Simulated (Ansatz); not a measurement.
**Computed scan of one atom of the cell: PbS (rock salt)**

PbS (rock salt)

```xyz
4
Lattice="0.0000 6.0089 6.0089 3.0045 0.0000 3.0045 3.0045 3.0045 0.0000" Properties=species:S:1:pos:R:3 pbc="T T T"
S      0.0000     0.0000     0.0000
S      0.0000     3.0045     3.0045
Pb     3.0045     3.0045     3.0045
Pb     3.0045     6.0089     6.0089
```

In each cell atom 2 (S, nearest neighbour Pb at 3.004 Å; its periodic images, 4.2 Å or more away, move with it) moves by s·(0.577, 0.577, 0.577) (along Cartesian [111]), the rest being held.

These are PBE (plane waves to 420 eV, PAW, scalar-relativistic; Ansatz, a quantum-chemistry and plane-wave program) values and carry that method's errors. k mesh 4×8×8 (Γ-centred), Fermi-Dirac smearing 0.05 eV. E stands for the smeared free energy. PbS was relaxed with its symmetry unable to fall. Spin-orbit coupling is left out, though Pb is heavy. The zero of ΔE is the undisplaced structure.

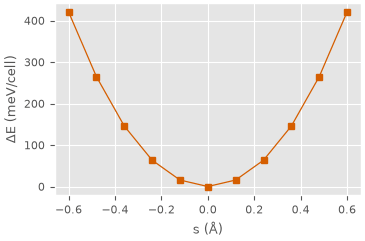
Figure. ΔE (meV/cell) against s (Å); computed points joined by lines.

The energy at s = 0.600 Å comes out as 421 meV/cell and the force constant k = d²E/ds² at s = 0 (finite differences) comes out as 2.16 eV/Å². The force along the line at s = -0.600 Å is 1.45 eV/Å. Harmonic estimate at the end of the scan: ½ks² = 388 meV/cell against the computed 421 meV/cell, so the well is stiffer than harmonic there. Symmetry of the curve: even: the same for both signs.

The forces along the line at the two nearest points give (0.262 − (-0.262)) / (2·0.120) = 2.18 eV/Å²; the next pair corrects for the finite step.

(For displaced atoms, the force is minus the slope of the energy, and its curvature is a force constant, which sets phonon frequencies.)
